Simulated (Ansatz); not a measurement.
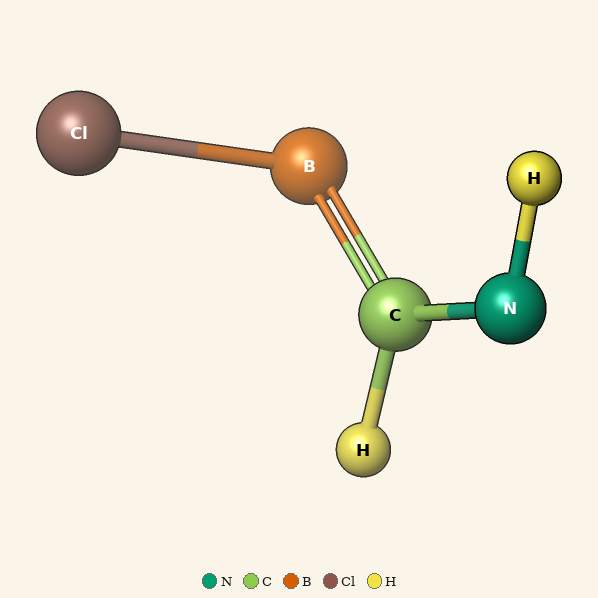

Orthographic view. Depth is shown by fading: the farther an atom, the more it takes the colour of the background. State: charge −1, singlet. The geometry was computed by an optimisation with PBE0-D4/def2-TZVPD. No frequency run is at hand to confirm it as a minimum.

### Write the InChI string.

InChI=1S/CH2BClN/c3-2-1-4/h1,4H/q-1
